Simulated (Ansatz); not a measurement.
# PdC₁₈: geometry relaxation (part 2 of 2)

The same run, continued: PdC₁₈ (slab, 19 atoms in the cell); DFT PBE, scalar-relativistic, plane waves, PAW, no spin polarisation (Ansatz 0.2.0); cutoff 420 eV, 2×2×1 k-mesh, Gaussian smearing of 0.02 eV. It belongs to a series of runs on one base structure; here: end point A relaxed.

Geometry of the input (Å; fractional positions):
```
7.3980  0.0000  0.0000
-3.6990  6.4069  0.0000
0.0000  0.0000  12.0000
C  0.0000  0.0000  0.0833
C  0.2222  0.1111  0.0833
C  0.0000  0.3333  0.0833
C  0.2222  0.4444  0.0833
C  -0.0000  0.6667  0.0833
C  0.2222  0.7778  0.0833
C  0.3333  0.0000  0.0833
C  0.5556  0.1111  0.0833
C  0.3333  0.3333  0.0833
C  0.5556  0.4444  0.0833
C  0.3333  0.6667  0.0833
C  0.5556  0.7778  0.0833
C  0.6667  0.0000  0.0833
C  0.8889  0.1111  0.0833
C  0.6667  0.3333  0.0833
C  0.8889  0.4444  0.0833
C  0.6667  0.6667  0.0833
C  0.8889  0.7778  0.0833
Pd 0.5342  0.3747  0.2625
```

```
NSCF: frozen V_eff on 4 k-points
the band table was solved once a step of the walk had ended and its energy, with any forces and stress, was formed, with the checks that follow a solve (1941 applications of the Hamiltonian). They found nothing against the state; the energy, forces and stress were not computed again (output.eigenvalues in the input reference)
WARN: The output density's exchange-correlation potential varies sharply where the density is thin. Do not read a vacuum level from v_tot or v_xc, or from such a field of the output density. On a cell that repeats whose density bears no net charge and no dipole along the vacuum's axis use v_es (v_loc + v_h of the components); under efield.dipole_correction with no amplitude use v_es + v_field, which holds any external_charges[].barrier, or the levels of the report's work_function block, which leave it out; under a non-zero efield.amplitude the vacuum is tilted and has no level; on a cell that repeats and bears such a dipole with no correction it is tilted too, and efield.dipole_correction with no amplitude gives each side of its ramp a level where efield: is served; in a cell that repeats whose density bears a net charge (total_charge, or a fill off its count) it is curved and has none; of a slab under crystal.periodic whose density bears no net charge use v_es, which has a level on each side, short of where the two are joined; of another it falls or rises all the way out and has none; of a slab beside external_charges read slab_vacuum_level instead, which it has where they leave it neutral. The grid or the basis barely resolves most such structure, and the values can differ between equally converged runs; as a rule a tighter scf.convergence.dr2_threshold does not remove it. Where the density itself ripples (under the LDA too) a higher basis.ecutwfc lessens it. The files hold the spikes' plane waves up to the density's cutoff. Files: v_tot_of_output_density and the like, and their columns of v_z.tsv (output.write_potential); v_xc_of_output_density and the like, and their columns of v_comp_z.tsv (output.write_potential_components). Measured: with its Gaussian average of σ = 0.25 Å subtracted twice, the exchange-correlation potential is over 0.1 eV at 3711 of the grid points where the equally averaged density (valence and model cores) is under 1e-3 e/Å³, and 0.678 eV at the most among them, at an averaged density of 2.1e-6 e/Å³. The input density's (outcome.potential() and, of a run that writes arrays, v_tot and v_xc) is over 0.1 eV, so measured, at 1988 points of its own thin density, 0.658 eV at the most. See output.write_potential in the manual, Limitations
Free energy (F): -11486.827310 eV
Harris-Foulkes:  -11486.827310 eV  (|F-HF|=4.26e-8)
Internal energy: -11486.827173 eV  (E = F + TS)
E sigma→0 (E₀):  -11486.827241 eV
Entropy (-TS):   -0.000137 eV (-0.007 meV/atom)
Fermi energy:    -0.077682 eV
--- Per-component energies (eV) ---
  E_band       = -1158.165673
  E_kinetic    = 2157.440030
  E_local      = -23120.556793  (includes V_loc(G=0)·N_el)
[...]
  E_nonlocal   = 712.666723
  E_hartree    = 10414.341991
  E_xc         = -1031.221474
  E_vxc        = -1279.119517  (∫ρ·V_xc dr)
  E_paw        = -5542.060298  (= ΣΔE_a)
  E_vpaw       = -457.285415  (= ΣTr[D̂ρ^β])
  E_aug_tail   = 0.000340  (compensation charges beyond the density's cutoff)
  E_ewald      = 4922.562308
  E_smearing   = -0.000137  (= −TS)
  E_closure    = -0.000000  (closes the sum)
  Σ components = -11486.827310   (vs F -11486.827310, Δ=0.00e0)
--- Forces (eV/Å), atoms counted from 1 ---
  atom   1  C     -0.01711729    -0.00924913     0.00297978
  atom   2  C      0.01491536     0.00794241    -0.00577109
  atom   3  C     -0.02778210     0.00308820     0.00523807
  atom   4  C      0.01404866     0.01051198     0.00081227
  atom   5  C     -0.00663461     0.00407273    -0.01278179
  atom   6  C      0.00988713    -0.00154280     0.00370090
  atom   7  C     -0.01563261    -0.00386656     0.00559602
  atom   8  C      0.01132217    -0.00064734     0.00245261
  atom   9  C     -0.01298963    -0.01529134    -0.00667416
  atom  10  C      0.00908255    -0.00586061    -0.00505747
  atom  11  C     -0.01430798    -0.00296255     0.00036659
  atom  12  C      0.00764380     0.00979498    -0.00163870
  atom  13  C     -0.00832204    -0.00642603    -0.00349335
  atom  14  C      0.01295273    -0.00171642     0.00180942
  atom  15  C      0.00345090     0.00536814    -0.00786437
  atom  16  C      0.01746465    -0.00708112    -0.00032369
  atom  17  C     -0.01384839     0.00391044     0.00045691
  atom  18  C      0.01813323     0.01097962     0.00628844
  atom  19  Pd    -0.00228167    -0.00101855     0.01392200
  max |Σ_I F_I| component: 1.84e-5 eV/Å
--- Band table (eV) ---
  k-point 0: bands = ["-83.3484", "-49.4495", "-49.1417", "-48.9404", "-19.7845", "-17.3487", "-17.2353", "-17.1782", "-17.1690", "-17.1441", "-17.1268", "-12.9642", "-12.8948", "-12.8365", "-12.7979", "-10.8227", "-10.8176", "-10.0063", "-9.9918", "-9.9053", "-9.8605", "-9.8550", "-9.8462", "-8.0036", "-6.2263", "-6.1081", "-6.0721", "-6.0453", "-6.0399", "-5.9437", "-5.4751", "-5.2500", "-4.9173", "-4.9154", "-4.8239", "-4.8118", "-3.4758", "-3.1402", "-2.2864", "-1.8866", "-1.7325", "-1.5822", "-1.5676", "-0.2821", "-0.1162", "-0.0391", "0.1696", "0.8531", "3.2884", "4.0146", "4.0710", "4.1395", "4.6313", "4.6649", "4.7042", "4.7174", "4.8390", "5.0925", "5.1502", "6.0918", "6.0970", "6.2019", "6.8698", "6.9838"]
  k-point 1: bands = ["-83.3484", "-49.4495", "-49.1417", "-48.9404", "-19.1810", "-19.0801", "-17.8508", "-17.8251", "-15.4303", "-15.3663", "-15.3174", "-15.3157", "-14.5647", "-13.4557", "-11.7715", "-11.7178", "-11.6365", "-11.6228", "-8.4551", "-8.3368", "-8.3099", "-8.2186", "-8.1103", "-8.0950", "-7.3721", "-7.0921", "-6.7277", "-6.6296", "-6.6098", "-5.7575", "-5.7306", "-5.6158", "-5.4945", "-4.5611", "-4.4482", "-3.5275", "-3.5057", "-3.0054", "-2.9416", "-2.7044", "-1.6892", "-1.6266", "-1.5908", "-1.4221", "-1.1622", "0.8907", "1.5220", "2.2442", "2.2796", "2.3020", "2.3925", "3.0914", "4.1292", "4.2960", "4.4664", "4.8407", "5.0865", "5.1857", "5.9998", "6.0465", "6.1759", "6.2083", "6.8164", "6.9179"]
  k-point 2: bands = ["-83.3484", "-49.4495", "-49.1417", "-48.9404", "-19.1811", "-19.0802", "-17.8526", "-17.8225", "-15.4330", "-15.3649", "-15.3191", "-15.3137", "-14.5592", "-13.4685", "-11.7736", "-11.7174", "-11.6311", "-11.6162", "-8.4581", "-8.3405", "-8.3131", "-8.2153", "-8.1009", "-8.0782", "-7.3719", "-7.0928", "-6.7188", "-6.6481", "-6.6245", "-5.7600", "-5.7314", "-5.6328", "-5.5132", "-4.5442", "-4.4253", "-3.5280", "-3.5024", "-3.0107", "-2.9384", "-2.6965", "-1.6898", "-1.6252", "-1.5906", "-1.4204", "-1.1631", "0.8891", "1.5044", "2.2375", "2.2727", "2.3092", "2.4037", "3.0912", "4.1294", "4.2979", "4.4670", "4.8418", "5.0860", "5.1862", "5.9944", "6.0589", "6.1801", "6.2108", "6.8161", "6.9166"]
  k-point 3: bands = ["-83.3484", "-49.4495", "-49.1417", "-48.9404", "-19.1698", "-19.0953", "-17.8577", "-17.8096", "-15.4102", "-15.3654", "-15.3620", "-15.3015", "-14.5066", "-13.5863", "-11.6972", "-11.6856", "-11.6460", "-11.6259", "-8.4102", "-8.3676", "-8.3074", "-8.2832", "-7.9560", "-7.9544", "-7.4213", "-7.1001", "-6.8007", "-6.7785", "-6.6383", "-5.9047", "-5.6781", "-5.6453", "-5.6289", "-4.3846", "-4.2894", "-3.6740", "-3.4491", "-3.0478", "-2.8922", "-2.6550", "-1.7098", "-1.6398", "-1.3625", "-1.3441", "-1.3389", "0.7919", "1.4963", "2.2058", "2.2594", "2.3315", "2.3676", "3.1863", "4.1305", "4.2231", "4.4805", "4.8612", "5.0893", "5.1933", "5.9991", "6.1094", "6.1458", "6.1835", "6.8006", "6.9119"]
--- Relaxed structure (14 steps of the walk, 11 accepted, 0 SCFs on fresh bases) ---
  F+E_penalty+E_count = -11486.82730966 eV   max|allowed force component| = 2.778e-2 eV/Å
  atoms:
    - { symbol: C, position: [-0.004413754097060282, -0.00025424346532247963, 0.07939234772737369] }
    - { symbol: C, position: [0.21798836505077965, 0.10943035173010117, 0.08042811373444889] }
    - { symbol: C, position: [-0.00428748250990349, 0.33293605211911886, 0.08164383798038709] }
    - { symbol: C, position: [0.2183638830651657, 0.44330873360573636, 0.0817122731998103] }
    - { symbol: C, position: [-0.003942052607240676, 0.6668380407452419, 0.08045346840746342] }
    - { symbol: C, position: [0.21849825159490555, 0.7765450934153139, 0.07942401878757083] }
    - { symbol: C, position: [0.32849728101637915, -0.0007633140800065191, 0.08012674850959875] }
    - { symbol: C, position: [0.5510743250967007, 0.10790869043645057, 0.08490586017555116] }
    - { symbol: C, position: [0.326976137361527, 0.33243275623619645, 0.08537860051055285] }
    - { symbol: C, position: [0.5507676171093993, 0.4444081411575578, 0.0942856537574497] }
    - { symbol: C, position: [0.3289914381370577, 0.6663062226305152, 0.0814602693375358] }
    - { symbol: C, position: [0.5516979640182619, 0.7765997976492179, 0.0815381716541152] }
    - { symbol: C, position: [0.66236459187396, -0.0003417802459621737, 0.08151165262176485] }
    - { symbol: C, position: [0.8850805782223117, 0.10997406655951876, 0.08139189198178426] }
    - { symbol: C, position: [0.6632564116417445, 0.3318700010542687, 0.09423860128749753] }
    - { symbol: C, position: [0.8870974138052614, 0.44388093678059887, 0.08530332340825736] }
    - { symbol: C, position: [0.6629797380419464, 0.668346245817608, 0.08494202053450485] }
    - { symbol: C, position: [0.8855486645284023, 0.7770231000927199, 0.08012553892048467] }
    - { symbol: Pd, position: [0.6076460286504004, 0.38824170776112593, 0.26423700746384876] }
```

## Trajectory as extended XYZ (Å, eV, eV/Å), 5 of the 14 frames kept, from step=1 to step=14
```
19
Lattice="7.3980 0.0000 0.0000 -3.6990 6.4069 0.0000 0.0000 0.0000 12.0000" Properties=species:S:1:pos:R:3:forces:R:3 step=1 energy=-11486.67840
C     0.0000    0.0000    1.0000    0.1530   0.2741  -0.0065
C     1.2330    0.7119    1.0000   -0.1179  -0.5483  -0.0775
C    -1.2330    2.1356    1.0000   -0.0031   0.0866  -0.0121
C     0.0000    2.8475    1.0000   -0.1146  -0.1752  -0.0354
C    -2.4660    4.2712    1.0000   -0.2246   0.1393  -0.0772
C    -1.2330    4.9831    1.0000    0.0495   0.1067  -0.0359
C     2.4660    0.0000    1.0000    0.0041  -0.0752  -0.1928
C     3.6990    0.7119    1.0000    0.1326  -0.7490  -0.0559
C     1.2330    2.1356    1.0000   -0.7717  -0.0853   0.2846
C     2.4660    2.8475    1.0000   -0.0333   0.3028   0.5506
C     0.0000    4.2712    1.0000    0.1451   0.2113  -0.0615
C     1.2330    4.9831    1.0000   -0.0714  -0.2590  -0.0339
C     4.9320    0.0000    1.0000   -0.2309   0.2074  -0.0083
C     6.1650    0.7119    1.0000    0.0460   0.0415  -0.0337
C     3.6990    2.1356    1.0000    0.6366   0.0041   0.4549
C     4.9320    2.8475    1.0000    0.2645  -0.0234  -0.0387
C     2.4660    4.2712    1.0000    0.0130   0.7928  -0.0546
C     3.6990    4.9831    1.0000    0.0943  -0.3377  -0.0552
Pd    2.5659    2.4006    3.1500    0.0288   0.0864  -0.5113
19
Lattice="7.3980 0.0000 0.0000 -3.6990 6.4069 0.0000 0.0000 0.0000 12.0000" Properties=species:S:1:pos:R:3:forces:R:3 step=4 energy=-11486.79046
C    -0.0019    0.0008    0.9712   -0.0410   0.0306   0.0056
C     1.2310    0.6973    0.9889    0.0477  -0.0176   0.0040
C    -1.2348    2.1373    1.0059   -0.0269   0.0662  -0.0088
C    -0.0084    2.8419    1.0127    0.0340  -0.0338   0.0011
C    -2.4675    4.2716    0.9752    0.0037   0.0556   0.0073
C    -1.2344    4.9754    0.9497    0.0129  -0.0777   0.0020
C     2.4638   -0.0032    0.9502   -0.0246   0.0771   0.0039
C     3.6971    0.6949    1.0011   -0.0096  -0.0033  -0.0023
C     1.2185    2.1307    1.0680    0.0335   0.0458  -0.0368
C     2.4618    2.8531    1.0897   -0.0202  -0.0761  -0.0052
C    -0.0019    4.2708    0.9756   -0.0356   0.0391   0.0050
C     1.2304    4.9786    0.9683    0.0220  -0.0476  -0.0021
C     4.9292    0.0007    0.9790    0.0161   0.0548   0.0074
C     6.1630    0.7059    0.9933    0.0141  -0.0861  -0.0012
C     3.7081    2.1301    1.0952   -0.0813   0.0259   0.0093
C     4.9401    2.8431    1.0264    0.0116  -0.0508   0.0090
C     2.4637    4.2903    0.9921   -0.0166   0.0128   0.0012
C     3.6983    4.9790    0.9633    0.0120  -0.0232  -0.0063
Pd    2.6008    2.4503    3.1444    0.0478   0.0087   0.0068
19
Lattice="7.3980 0.0000 0.0000 -3.6990 6.4069 0.0000 0.0000 0.0000 12.0000" Properties=species:S:1:pos:R:3:forces:R:3 step=7 energy=-11486.80635
C    -0.0143    0.0006    0.9669    0.0380  -0.1035  -0.0093
C     1.2223    0.6966    0.9802   -0.0496   0.0876  -0.0049
C    -1.2467    2.1377    0.9987   -0.0022  -0.1701   0.0028
C    -0.0147    2.8383    0.9975    0.0061   0.0987  -0.0111
C    -2.4785    4.2731    0.9776   -0.0409  -0.1083  -0.0142
C    -1.2437    4.9713    0.9552    0.0058   0.1634  -0.0030
C     2.4516   -0.0023    0.9545   -0.0024  -0.1516  -0.0021
C     3.6872    0.6922    1.0062    0.0415   0.0396   0.0084
C     1.2074    2.1315    1.0426   -0.0789  -0.0887  -0.0320
C     2.4476    2.8480    1.0951   -0.0368   0.1122   0.0482
C    -0.0140    4.2706    0.9772    0.0316  -0.0997  -0.0041
C     1.2210    4.9750    0.9722   -0.0171   0.1017   0.0021
C     4.9183    0.0017    0.9822   -0.0520  -0.1164  -0.0137
C     6.1536    0.7016    0.9905   -0.0017   0.1849  -0.0011
C     3.6931    2.1288    1.1083    0.0542  -0.0661   0.0601
C     4.9311    2.8399    1.0320    0.0096   0.1211  -0.0074
C     2.4512    4.2880    0.9966    0.0044  -0.0911   0.0157
C     3.6893    4.9767    0.9621    0.0094   0.0844  -0.0027
Pd    2.7950    2.4793    3.1543    0.0815   0.0022  -0.0316
19
Lattice="7.3980 0.0000 0.0000 -3.6990 6.4069 0.0000 0.0000 0.0000 12.0000" Properties=species:S:1:pos:R:3:forces:R:3 step=11 energy=-11486.82277 accepted=F
C    -0.0341   -0.0032    0.9561   -0.0005  -0.0449  -0.0241
C     1.2042    0.6992    0.9669    0.0612   0.1269  -0.0157
C    -1.2647    2.1310    0.9777    0.0866  -0.1118  -0.0238
C    -0.0261    2.8369    0.9688   -0.0532   0.1452   0.0232
C    -2.4960    4.2714    0.9681   -0.0153  -0.0065  -0.0284
C    -1.2576    4.9738    0.9583   -0.0269   0.0588  -0.0284
C     2.4306   -0.0047    0.9679    0.0474  -0.0201   0.0007
C     3.6777    0.6890    1.0249   -0.1280   0.0520   0.0278
C     1.1867    2.1323    1.0125    0.1561  -0.2291   0.0806
C     2.4314    2.8447    1.1267   -0.0229   0.0795  -0.0139
C    -0.0342    4.2674    0.9721    0.1246  -0.0378   0.0408
C     1.2080    4.9721    0.9785   -0.1475   0.0610  -0.0451
C     4.8985   -0.0046    0.9866    0.0761  -0.0728  -0.0579
C     6.1374    0.6999    0.9789    0.0478   0.1181   0.0250
C     3.6828    2.1253    1.1363   -0.1328  -0.0188  -0.0384
C     4.9241    2.8414    1.0241   -0.1474   0.0688   0.0340
C     2.4313    4.2823    1.0094    0.0641  -0.1778   0.0921
C     3.6757    4.9762    0.9610    0.0354   0.0348  -0.0042
Pd    3.0812    2.5183    3.1753   -0.0244  -0.0249  -0.0444
19
Lattice="7.3980 0.0000 0.0000 -3.6990 6.4069 0.0000 0.0000 0.0000 12.0000" Properties=species:S:1:pos:R:3:forces:R:3 step=14 energy=-11486.82731
C    -0.0317   -0.0016    0.9527   -0.0171  -0.0092   0.0030
C     1.2079    0.7011    0.9651    0.0149   0.0079  -0.0058
C    -1.2632    2.1331    0.9797   -0.0278   0.0031   0.0052
C    -0.0243    2.8402    0.9805    0.0140   0.0105   0.0008
C    -2.4958    4.2723    0.9654   -0.0066   0.0041  -0.0128
C    -1.2560    4.9752    0.9531    0.0099  -0.0015   0.0037
C     2.4330   -0.0049    0.9615   -0.0156  -0.0039   0.0056
C     3.6777    0.6914    1.0189    0.0113  -0.0006   0.0025
C     1.1893    2.1298    1.0245   -0.0130  -0.0153  -0.0067
C     2.4307    2.8473    1.1314    0.0091  -0.0059  -0.0051
C    -0.0308    4.2689    0.9775   -0.0143  -0.0030   0.0004
C     1.2088    4.9756    0.9785    0.0076   0.0098  -0.0016
C     4.9014   -0.0022    0.9781   -0.0083  -0.0064  -0.0035
C     6.1410    0.7046    0.9767    0.0130  -0.0017   0.0018
C     3.6792    2.1262    1.1309    0.0035   0.0054  -0.0079
C     4.9208    2.8439    1.0236    0.0175  -0.0071  -0.0003
C     2.4325    4.2820    1.0193   -0.0138   0.0039   0.0005
C     3.6771    4.9783    0.9615    0.0181   0.0110   0.0063
Pd    3.0593    2.4874    3.1708   -0.0023  -0.0010   0.0139
```

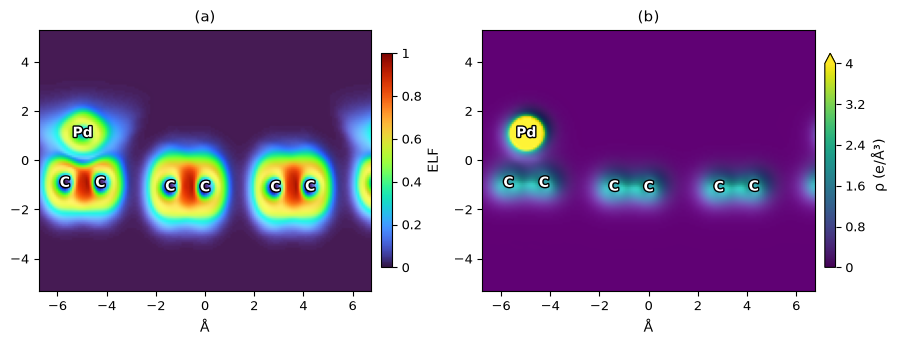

(a) electron localisation function; (b) valence electron density on the (110) plane of the calculation cell, a cut from vacuum to vacuum. The plane passes through C and Pd nuclei. Pd–C (2.16 Å): the density is about 0.66 e/Å³ at the midpoint; the ELF peaks at about 0.65 in the valence shell of C, 0.7 Å from its nucleus, and drops to about 0.20 between the two atoms. The density dies away to nearly zero in the vacuum. The strong features right at Pd lie inside the PAW spheres (semicore, d or f shells) and say nothing about bonding. In a PAW calculation such maps are meaningful between the atoms, not at the nuclei.

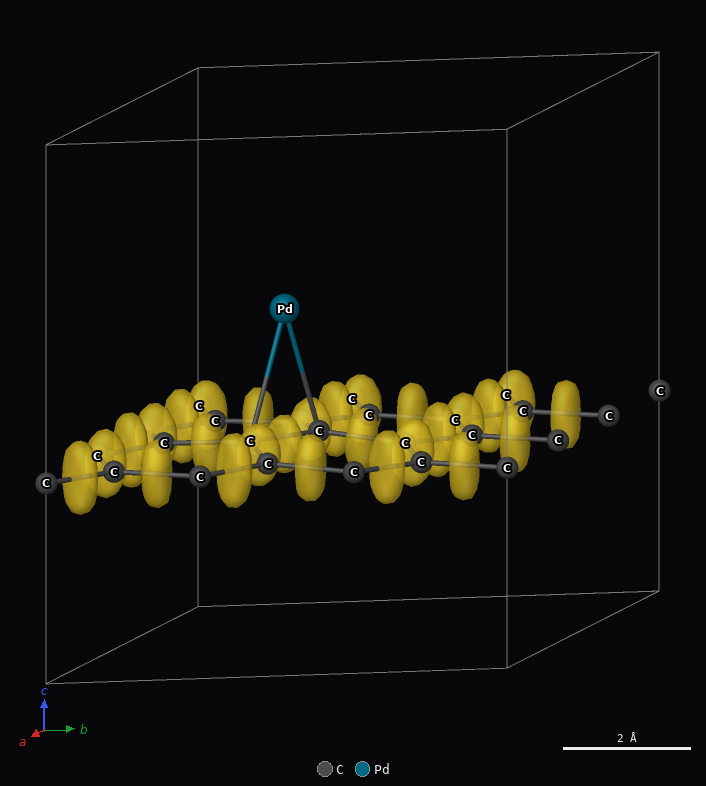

Isosurface of the ELF at 0.85 (yellow), seen slightly off an axis. Only the valence region is drawn (cores and ρ < 0.01 e/Å³ removed). Sticks mark near contacts. Counts are for one cell; the picture repeats the cell along the surface. Along the contacts the grid gives the following. Pd–C (2.16 Å): the ELF peaks at about 0.65 in the valence shell of C, 0.7 Å from its nucleus, and drops to about 0.20 between the two atoms.

## Key numbers

- outcome: converged
- electrons treated: 90
- free energy: −11486.8273 eV
- Fermi energy: −0.078 eV
- final volume: 568.78 Å³
- largest force (length of the vector) at the end: 0.028 eV/Å
- hardware: 1 thread of Arm Neoverse V1, 24 GiB of memory available, shared host
- wall time: 2 min
- peak memory: 0.67 GiB

The program warns: the exchange-correlation potential is rough where the density is thin. The k-point mesh is coarse for a cell of this size, so the results may not be converged.
